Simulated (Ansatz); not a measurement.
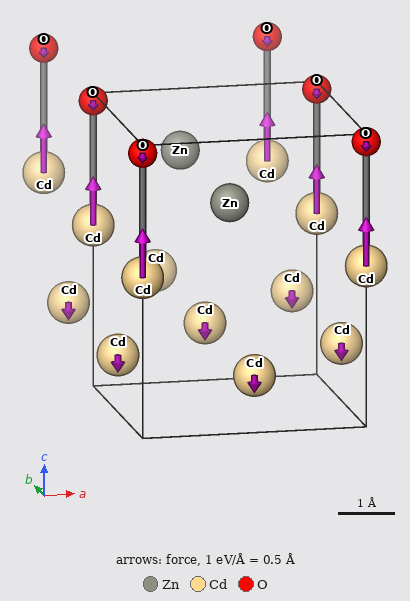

Starting geometry of crystalline ZnCd$_{3}$O (a generated structure, set up in P4mm) (coarse preliminary run) with the computed forces as purple arrows. A ball-and-stick model of the cell of the calculation, repeated 1 × 2 × 1 with one cell outlined, seen slightly off an axis.

Theory: Ansatz 0.2.0, DFT PBE, scalar-relativistic, plane waves, PAW. (plane-wave cutoff 420 eV; k-point mesh 4 × 4 × 4; occupations gaussian; smearing width 0.1 eV; no spin polarisation; cell and atoms relaxed; force threshold 0.04 eV/Å; at most 70 steps)

Question: Is this structure relaxed? If not, where do the atoms go?

Answer: It isn't relaxed: the largest force vector, on a Cd atom, is 1.85 eV/Å. The final displacements follow the starting forces only in part (cosine between the two patterns 0.35). The largest move relative to the cell is that of the Zn atom, 0.77 Å along −c. Largest moves by element: Zn 0.77 Å, Cd 0.41 Å, O 0.27 Å. Cell: a = b 4.161 → 4.294 Å (+3.2 %), c 5.478 → 5.493 Å (+0.3 %). Volume +6.8 %. Among the contacts that change: Cd–Cd 2.843 → 3.158 Å, Cd–O 2.324 → 2.188 Å, Cd–O 2.410 → 2.364 Å. Among the angles between lasting bonds that change: O–Cd–O 119.4° → 130.5°, Cd–O–Cd 119.4° → 130.5°, Cd–O–Cd 120.3° → 114.7°. The space group stays P4mm (No. 99). Over 7 accepted moves (9 points after the start) the energy falls by 93.3 meV per atom. Largest force component: 1.9 eV/Å at the start, 0.014 eV/Å at the end. The pressure goes from 2.16 to 0.10 GPa. The line search rejected the trial step at point 7 of the run. At 1 point the geometry stayed and the basis and grid were re-selected for the new cell (energy shift of 1.9 meV per atom at most each time).

Limits of the set-up: the k-point mesh is coarse for a cell with partly filled bands.
